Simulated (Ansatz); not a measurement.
**CH7BClNO: geometry relaxation (part 2 of 2)**

The same run, continued: CH7BClNO; RHF/6-31G* (Ansatz 0.2.0). The input holds or restrains some coordinates. Forces given for the steps count only the free coordinates. It belongs to a series of runs on one base structure; here: pulled along the bonds that form and break, towards end B.

Geometry of the input (Å):
```
B  0.0000  0.0000  0.0000
C  0.0000  0.0000  1.9500
H  -0.9996  -0.3092  2.3205
H  0.7676  -0.7111  2.3205
H  0.2320  1.0203  2.3205
Cl 1.6108  0.0000  -0.9300
N  -1.3423  0.0000  -0.7750
H  -2.0112  -0.8164  -0.6764
H  -1.5914  0.8164  -1.4036
O  -0.2190  -1.6079  0.5392
H  -0.6224  -2.1606  -0.2037
H  -0.1495  -1.0979  1.5797
```

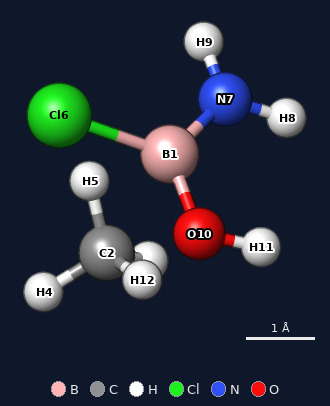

**Figure 1.** The geometry at step 10 of the log (ball-and-stick view, seen at a tilt; atoms are numbered from 1 in the order of the input).

## Trajectory as extended XYZ, continued
```
12
Properties=species:S:1:pos:R:3:forces:R:3 step=2 energy=-17831.42865
B    -0.0287   -0.1249   -0.1465   -2.5012  -5.0265   0.5628
C     0.0047    0.0365    2.1097   -0.5431  -0.8970  -1.5031
H    -1.0085   -0.2933    2.3417   -0.1515   0.8410   1.5865
H     0.7822   -0.6981    2.3472    0.5959   0.6318   2.0215
H     0.2377    1.0367    2.3538    0.3183   0.4694  -0.0407
Cl    1.6147    0.0141   -0.9348   -0.7843   0.9782   0.5687
N    -1.3517    0.0137   -0.7908    1.1877   1.3877   0.0226
H    -2.0024   -0.7828   -0.6825    0.8535   2.0165  -0.2936
H    -1.5948    0.8005   -1.3966   -0.1546  -1.2654   0.6643
O    -0.2033   -1.6302    0.3668    1.4326   1.3976   0.5220
H    -0.6327   -2.1902   -0.2360   -0.3813  -0.9303  -0.8823
H    -0.1421   -1.0483    1.7097    0.1281   0.3972  -3.2287
12
Properties=species:S:1:pos:R:3:forces:R:3 step=3 energy=-17831.93450
B    -0.0603   -0.2573   -0.2861   -1.1503  -4.3315  -0.5589
C     0.0027    0.0392    2.2396   -0.6911  -2.0627   0.3683
H    -1.0185   -0.2834    2.3831   -0.5948   0.8924   2.6739
H     0.7958   -0.6940    2.3963    0.9146   0.6195   3.1692
H     0.2437    1.0511    2.3447    0.3930   0.8752  -1.1239
Cl    1.6063    0.0315   -0.9300   -0.6755   1.0688   0.4358
N    -1.3499    0.0285   -0.7962    0.4745   0.8720  -0.0901
H    -1.9933   -0.7551   -0.6876    0.2826   1.5818  -0.2830
H    -1.5963    0.7920   -1.3911   -0.2802  -0.2970   0.1123
O    -0.1696   -1.6345    0.2017    2.3757   1.6760   1.8680
H    -0.6532   -2.2216   -0.2894   -1.3205  -1.5622  -1.8609
H    -0.1325   -0.9628    1.8567    0.2720   0.6677  -4.7107
12
Properties=species:S:1:pos:R:3:forces:R:3 step=4 energy=-17833.72847
B    -0.0747   -0.3935   -0.4113   -0.0011  -1.8125  -1.3164
C     0.0014    0.0418    2.3494   -0.4472  -2.1308   1.5581
H    -1.0343   -0.2557    2.5170   -0.0806   1.2659   3.0471
H     0.8140   -0.6765    2.5447    0.4832   1.3045   3.4826
H     0.2512    1.0805    2.2812    0.0315  -0.2847  -1.6207
Cl    1.5912    0.0804   -0.9187   -0.6355   0.9428   0.3158
N    -1.3465    0.0460   -0.8006    0.4595   0.0293   0.1957
H    -2.0007   -0.7096   -0.6955   -0.3509   1.0213  -0.2302
H    -1.5982    0.7995   -1.3882   -0.1447   0.2327  -0.1071
O    -0.0872   -1.6957    0.0304    0.6009  -1.1204   0.4415
H    -0.7092   -2.2868   -0.3664   -0.0396   0.1923  -0.0132
H    -0.1321   -0.8969    1.8997    0.1245   0.3595  -5.7533
12
Properties=species:S:1:pos:R:3:forces:R:3 step=5 energy=-17835.96113
B    -0.0710   -0.4617   -0.4533    0.3041  -1.8369  -1.5703
C    -0.0016    0.0310    2.3751   -0.5982  -3.7248   0.9353
H    -1.0267   -0.2079    2.6841    0.5714   1.2956   2.2440
H     0.8138   -0.6259    2.7255   -0.1648   1.5917   2.4519
H     0.2472    1.0606    2.2117   -0.0422  -0.2662  -1.1586
Cl    1.5695    0.1332   -0.9061   -0.6343   0.6985   0.3896
N    -1.3355    0.0498   -0.7965    0.5531  -0.4139   0.4314
H    -2.0193   -0.6714   -0.7010   -0.5311   0.6443  -0.1608
H    -1.5884    0.8095   -1.3794    0.1292   0.2465   0.0278
O    -0.0206   -1.8077   -0.1144    0.6527   0.6044   0.2207
H    -0.7530   -2.3195   -0.3931   -0.5183  -0.2463  -0.0485
H    -0.1395   -0.8563    1.7891    0.2782   1.4069  -3.7625
12
Properties=species:S:1:pos:R:3:forces:R:3 step=6 energy=-17837.57593
B    -0.0653   -0.5339   -0.4808    0.7757  -1.4903  -1.9669
C    -0.0090   -0.0110    2.3599   -0.6076  -3.0936   1.3246
H    -0.9962   -0.1447    2.8532    1.0405   0.8191   0.4900
H     0.8005   -0.5496    2.9047   -0.7075   1.2257   0.4299
H     0.2356    1.0170    2.1455   -0.0806  -0.2895  -0.6393
Cl    1.5386    0.1936   -0.8693   -0.5711   0.3844   0.3850
N    -1.3169    0.0379   -0.7777    0.1374  -0.6416   0.3907
H    -2.0477   -0.6368   -0.7037   -0.4481   0.4381  -0.0960
H    -1.5555    0.8172   -1.3482    0.3871   0.1629   0.2074
O     0.0414   -1.9079   -0.2620   -0.9502   0.8827   0.0063
H    -0.7996   -2.3468   -0.3993    0.6560   0.1220   0.2370
H    -0.1509   -0.8015    1.6194    0.3684   1.4799  -0.7688
12
Properties=species:S:1:pos:R:3:forces:R:3 step=7 energy=-17838.08512
B    -0.0611   -0.6004   -0.5201    0.8328  -0.7084  -1.3358
C    -0.0222   -0.0584    2.3048   -0.2875  -1.2853   2.0692
H    -0.9520   -0.0727    2.9141    0.6874   0.3653  -0.4564
H     0.7821   -0.4498    2.9681   -0.5133   0.6560  -0.5254
H     0.2091    0.9464    1.9661   -0.1066  -0.4318  -0.2590
Cl    1.5061    0.2727   -0.7438   -0.5387  -0.0938   0.0843
N    -1.3001    0.0241   -0.7428   -0.2796  -0.6315  -0.0566
H    -2.0860   -0.5940   -0.7024   -0.1661   0.4026  -0.0554
H    -1.5012    0.8685   -1.2389    0.4423  -0.0769   0.3306
O     0.0602   -1.9682   -0.3300   -1.1373   0.8648  -0.1250
H    -0.8011   -2.3934   -0.3969    0.8743   0.1483   0.1316
H    -0.1589   -0.8412    1.5635    0.1924   0.7908   0.1978
12
Properties=species:S:1:pos:R:3:forces:R:3 step=8 energy=-17838.25584
B    -0.0530   -0.6190   -0.5112    0.2940  -1.0529  -1.4674
C    -0.0434   -0.0834    2.2864   -0.0081  -0.6007   0.8596
H    -0.9556   -0.0577    2.8730   -0.0577   0.1175  -0.0223
H     0.7738   -0.3321    2.9572    0.0244   0.1666   0.0013
H     0.1382    0.8852    1.8436   -0.0502  -0.1695  -0.1978
Cl    1.4954    0.2623   -0.7284   -0.2812   0.0450   0.0932
N    -1.2873   -0.0110   -0.7787   -0.2635   0.2970   0.0546
H    -2.1391   -0.5248   -0.6847    0.0828   0.1328  -0.0345
H    -1.4366    0.9398   -1.0635    0.3218  -0.3941   0.2357
O     0.0695   -1.9846   -0.3389   -0.3682   0.8395   0.0083
H    -0.7684   -2.4308   -0.3958    0.2586   0.0165   0.0481
H    -0.1185   -0.9104    1.5829    0.0473   0.6023   0.4211
12
Properties=species:S:1:pos:R:3:forces:R:3 step=9 energy=-17838.27993
B    -0.0470   -0.6236   -0.5412    0.0972  -1.0752  -0.7703
C    -0.0580   -0.1132    2.2534    0.0748  -0.2259   0.6259
H    -0.9728   -0.0156    2.8311    0.0046   0.0283  -0.0467
H     0.7717   -0.2488    2.9484   -0.1373   0.1099  -0.1520
H     0.1034    0.7952    1.6743   -0.0826  -0.4136   0.2042
Cl    1.4782    0.3013   -0.6887   -0.1063  -0.0523  -0.1394
N    -1.2797    0.0056   -0.7548    0.5415  -1.7484   0.3500
H    -2.1414   -0.4661   -0.6541   -0.3713  -0.2766   0.0409
H    -1.3879    0.9401   -0.9433   -0.0363   2.0408  -0.3847
O     0.0796   -1.9849   -0.3413   -0.1065   0.9704  -0.2756
H    -0.7491   -2.4430   -0.3774    0.0590  -0.0240   0.0125
H    -0.1220   -1.0132    1.6351    0.0633   0.6667   0.5352
12
Properties=species:S:1:pos:R:3:forces:R:3 step=10 energy=-17838.32011
B    -0.0293   -0.6158   -0.5537    0.0546  -1.1509  -0.8060
C    -0.0832   -0.1571    2.2426    0.5347  -0.2022   0.5160
H    -1.0236   -0.0718    2.7750   -0.0587  -0.0655   0.0018
H     0.7387   -0.1049    2.9763   -0.4655  -0.0257  -0.4527
H     0.0020    0.6862    1.5525    0.0231  -0.4603   0.4334
Cl    1.4976    0.2831   -0.8062   -0.0945  -0.0451   0.0061
N    -1.2553    0.0338   -0.7330   -0.2815   0.2179  -0.0187
H    -2.1393   -0.4062   -0.5813    0.1741  -0.0099  -0.0109
H    -1.3408    1.0158   -0.8921    0.1607  -0.1732  -0.0136
O     0.0868   -1.9739   -0.3329   -0.1590   0.8863  -0.3215
H    -0.7481   -2.4255   -0.3264    0.1364   0.0525   0.0144
H    -0.0305   -1.1300    1.7206   -0.0243   0.9760   0.6516
12
Properties=species:S:1:pos:R:3:forces:R:3 step=11 energy=-17838.35176
B    -0.0589   -0.6242   -0.5388    0.0266  -1.0775  -0.8679
C    -0.0603   -0.1733    2.2581    0.1145  -0.2222   0.7956
H    -0.9911   -0.2648    2.8163    0.0938  -0.0055  -0.1030
H     0.7449    0.0258    2.9585   -0.0408  -0.0091   0.0210
H    -0.1306    0.6619    1.5801   -0.0408  -0.0386   0.0379
Cl    1.4745    0.2566   -0.7654    0.1635   0.0036  -0.0186
N    -1.2543    0.0581   -0.7855   -0.1026   0.0193   0.0714
H    -2.1551   -0.3322   -0.6184   -0.0081  -0.0013  -0.0392
H    -1.2721    1.0285   -1.0074    0.0011  -0.0417   0.0164
O     0.0309   -1.9769   -0.2907   -0.1895   0.8529  -0.3039
H    -0.8099   -2.4160   -0.3098    0.1075   0.0219   0.0295
H     0.1571   -1.1098    1.7448   -0.1252   0.4982   0.3608
12
Properties=species:S:1:pos:R:3:forces:R:3 step=12 energy=-17838.36622
B    -0.0695   -0.6174   -0.5481    0.0839  -1.1021  -0.7797
C    -0.0406   -0.1750    2.2502    0.1411  -0.3421   0.7165
H    -1.0366   -0.2821    2.6641   -0.0757  -0.0122   0.0053
H     0.6524    0.0034    3.0643    0.0157   0.0090   0.0472
H    -0.0233    0.6773    1.5931    0.0385   0.0161  -0.0320
Cl    1.4718    0.2447   -0.8323    0.0007  -0.0123   0.0086
N    -1.2710    0.0650   -0.7574    0.0045   0.0321   0.0219
H    -2.1684   -0.3417   -0.6178   -0.0303   0.0004   0.0108
H    -1.2968    1.0335   -0.9836   -0.0106  -0.0108  -0.0093
O     0.0247   -1.9658   -0.2799   -0.0785   0.8643  -0.3768
H    -0.8121   -2.4081   -0.2582   -0.0009  -0.0036   0.0357
H     0.2444   -1.1002    1.7471   -0.0883   0.5612   0.3518
12
Properties=species:S:1:pos:R:3:forces:R:3 step=13 energy=-17838.36422
B    -0.0712   -0.6282   -0.5613    0.0063  -1.0755  -0.6923
C    -0.0325   -0.1658    2.2314    0.2338  -0.1872   0.9542
H    -1.0909   -0.2957    2.4867    0.3943   0.0497  -0.0958
H     0.5441   -0.0344    3.1668   -0.4025  -0.1011  -0.6361
H     0.0801    0.7279    1.6216    0.0096  -0.2678   0.2507
Cl    1.4686    0.2255   -0.8867   -0.0631  -0.0314  -0.0103
N    -1.2780    0.0607   -0.7214   -0.0679   0.1439  -0.0295
H    -2.1752   -0.3415   -0.5515    0.1132   0.0291  -0.0096
H    -1.3105    1.0335   -0.9427    0.0183  -0.1671   0.0262
O     0.0244   -1.9761   -0.2899   -0.1538   0.8327  -0.3849
H    -0.8151   -2.4118   -0.2187    0.0914   0.0498   0.0186
H     0.3311   -1.0604    1.7073   -0.1796   0.7249   0.6086
12
Properties=species:S:1:pos:R:3:forces:R:3 step=14 energy=-17838.39510
B    -0.0843   -0.6193   -0.5726    0.0538  -1.1074  -0.7367
C    -0.0230   -0.1773    2.2197    0.2369  -0.2908   0.5633
H    -1.1014   -0.2717    2.2886    0.0247   0.0077  -0.0115
H     0.3885   -0.1173    3.2221   -0.0258  -0.0108   0.0125
H     0.2285    0.7318    1.6926   -0.0041  -0.0062   0.0066
Cl    1.4295    0.2314   -0.9869    0.0763   0.0660   0.0194
N    -1.2964    0.0614   -0.7122   -0.0270   0.0294   0.0596
H    -2.1869   -0.3447   -0.5295    0.0086   0.0002   0.0220
H    -1.3332    1.0332   -0.9234   -0.0063  -0.0244  -0.0347
O     0.0413   -1.9584   -0.2768   -0.2107   0.8328  -0.3681
H    -0.7852   -2.3846   -0.0965    0.0288  -0.0193  -0.0068
H     0.3976   -1.0510    1.7166   -0.1553   0.5228   0.4742
12
Properties=species:S:1:pos:R:3:forces:R:3 step=15 energy=-17838.38118 accepted=F
B    -0.1016   -0.6159   -0.5943    0.0796  -1.0521  -0.2924
C    -0.0012   -0.1877    2.1984    0.0288  -0.1440   0.8164
H    -1.0938   -0.2468    2.0954    0.5844   0.0321   0.0957
H     0.2562   -0.1675    3.2669   -0.1413   0.0391  -0.4775
H     0.3628    0.7260    1.7285   -0.1437  -0.2502   0.2060
Cl    1.4054    0.2563   -0.9947    0.0235   0.0050  -0.1116
N    -1.3199    0.0603   -0.6998   -0.0151   0.0282  -0.0962
H    -2.2036   -0.3448   -0.4816    0.0420   0.0071  -0.0178
H    -1.3661    1.0270   -0.9350   -0.0111  -0.0645  -0.0099
O     0.0418   -1.9436   -0.2527   -0.3499   0.7869  -0.5230
H    -0.7768   -2.3694   -0.0273    0.1533   0.0583  -0.0686
H     0.4718   -1.0604    1.7380   -0.2505   0.5540   0.4788
12
Properties=species:S:1:pos:R:3:forces:R:3 step=16 energy=-17838.39905
B    -0.0956   -0.6107   -0.5757    0.0440  -1.1163  -0.6159
C    -0.0030   -0.1855    2.2195    0.2100  -0.2293   0.7264
H    -1.0863   -0.2685    2.1948    0.1152   0.0048   0.0055
H     0.3204   -0.1513    3.2610   -0.0658   0.0129  -0.1994
H     0.2998    0.7331    1.7310   -0.0136  -0.0895   0.0605
Cl    1.4166    0.2452   -0.9972   -0.0031   0.0110   0.0036
N    -1.3128    0.0619   -0.7160   -0.0110   0.1025  -0.0031
H    -2.1990   -0.3428   -0.5083    0.0371   0.0107  -0.0044
H    -1.3589    1.0232   -0.9754    0.0005  -0.0974   0.0203
O     0.0331   -1.9440   -0.2521   -0.0696   0.9143  -0.4666
H    -0.7900   -2.3738   -0.0754   -0.0737  -0.0518   0.0151
H     0.4507   -1.0532    1.7354   -0.1699   0.5281   0.4580
12
Properties=species:S:1:pos:R:3:forces:R:3 step=17 energy=-17838.40017
B    -0.0966   -0.6124   -0.5780    0.0520  -1.0819  -0.5504
C    -0.0024   -0.1851    2.2159    0.2263  -0.2964   0.6356
H    -1.0823   -0.2692    2.1781    0.0114  -0.0007  -0.0017
H     0.3060   -0.1516    3.2566   -0.0054   0.0026  -0.0137
H     0.3056    0.7331    1.7365    0.0109  -0.0014  -0.0108
Cl    1.4154    0.2459   -0.9960   -0.0017   0.0018  -0.0156
N    -1.3129    0.0626   -0.7114    0.0070   0.0355  -0.0180
H    -2.1981   -0.3406   -0.4991    0.0086  -0.0019  -0.0019
H    -1.3593    1.0217   -0.9735   -0.0004  -0.0280   0.0040
O     0.0329   -1.9441   -0.2496   -0.1582   0.8477  -0.4750
H    -0.7915   -2.3756   -0.0735    0.0161  -0.0009  -0.0036
H     0.4582   -1.0510    1.7357   -0.1664   0.5236   0.4511
```

## Key numbers

- outcome: converged under the restraints of the input
- total energy: −17838.4002 eV
- mean-field energy: −17838.4002 eV
- largest force (length of the vector) at the end, held atoms and coordinates included: 1.215 eV/Å
- hardware: 1 thread of Arm Neoverse V1, 24 GiB of memory available, shared host
- wall time: 56 s
- peak memory: 0.18 GiB
